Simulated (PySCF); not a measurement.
**CuBr: density, localisation and related maps**

```xyz
2

Cu    0.0000    0.0000   -1.2156
Br    0.0000    0.0000    0.9694
```

Level of theory: PBE0/cc-pVTZ(-PP), non-relativistic Hamiltonian with scalar-relativistic core potentials where named, at a bond length of 2.185 Å in PySCF.

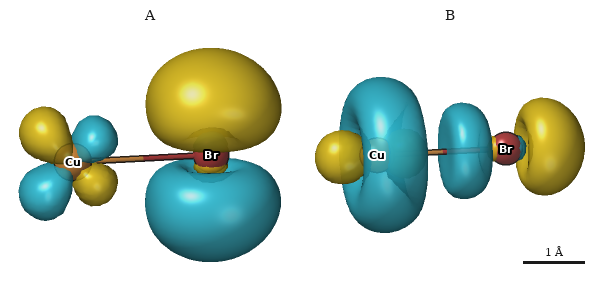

Figure 1. Two frontier orbitals, each drawn at the value that holds 80 % of its norm (yellow and cyan are the two phases), in no order; of a degenerate pair one member is drawn.

Label each orbital by symmetry, say whether it is occupied, and order them by energy.

Answer. Orbital B: σ, occupied, −7.67 eV; mainly on Cu (75 %).
Orbital A: π, occupied, −7.18 eV; mainly on Br (75 %).

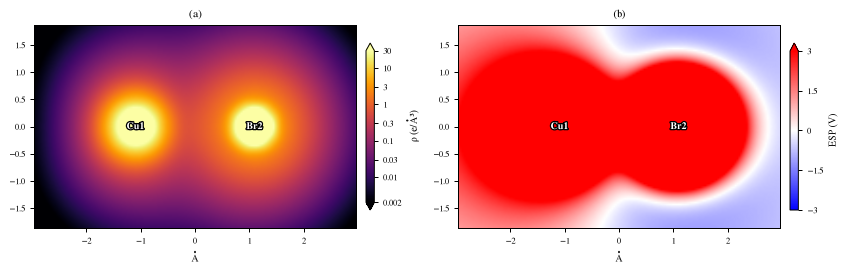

Figure 2. (a) electron density; (b) electrostatic potential on a plane that holds the molecular axis.

What do the fields say about this system?

Answer. Atoms in the plane: Cu and Br.
Cu–Br (2.18 Å): ρ is about 0.7 e/Å³ halfway.
Outside the dense part of the molecule the potential is most negative (−1.1 V) near Br2.

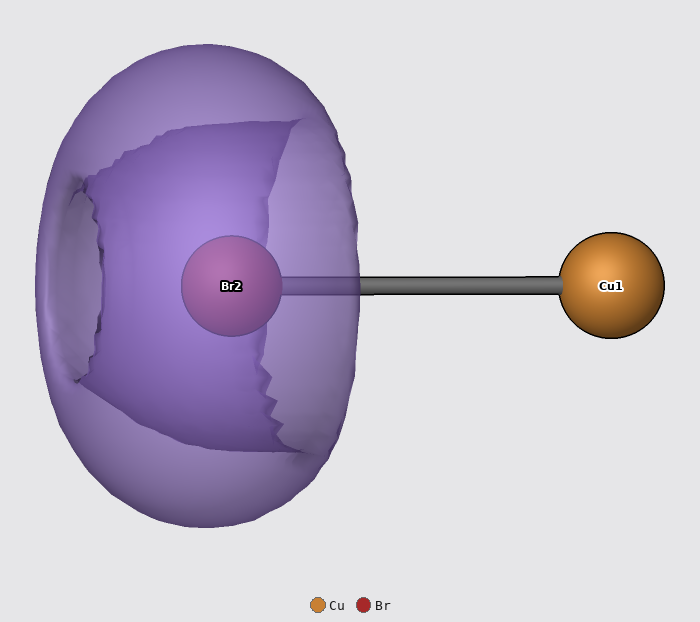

Figure 3. Isosurface of the ELF at 0.8 (purple), seen from one side. Only the valence region is drawn (cores and ρ < 0.01 e/Å³ removed).

Where are the electrons localised?

Answer. At this value the surface marks out one ring or bowl of non-bonding electrons around Br. Profiles from the grid: Cu–Br (2.18 Å): the ELF peaks at about 0.70 in the valence shell of Br, 0.9 Å from its nucleus, and is about 0.50 at the midpoint.

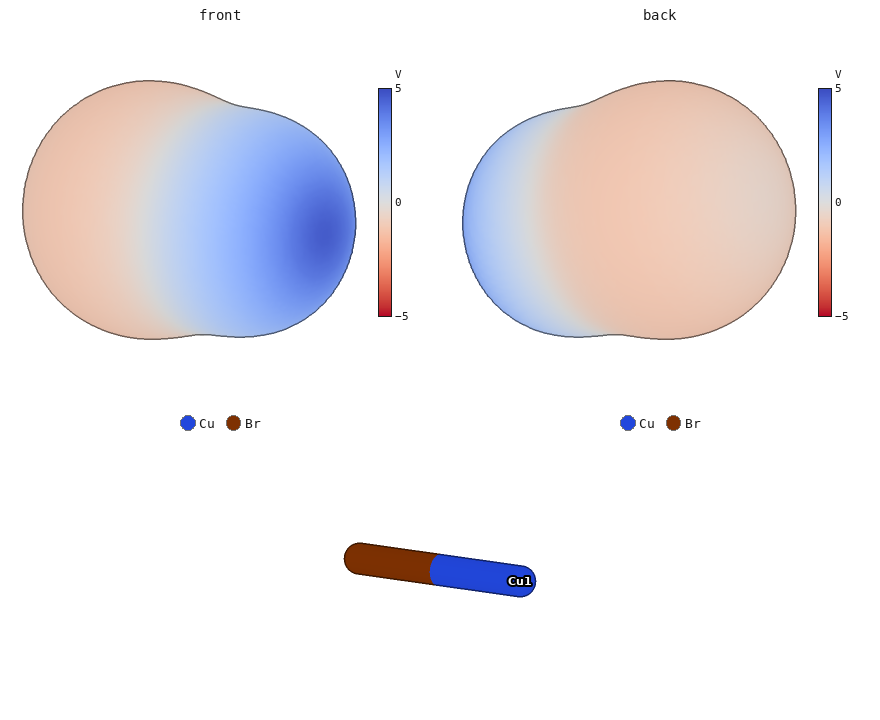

Figure 4. The molecular electrostatic potential painted on the density surface at 0.002 e/bohr³, seen from the front and from behind; red is negative and blue positive. The bare structure is drawn below in the same view.

Describe the electrostatic potential map.

Answer. The most negative region (about −1.1 V) lies over Br2, the most positive (about +4.4 V) over Cu1.
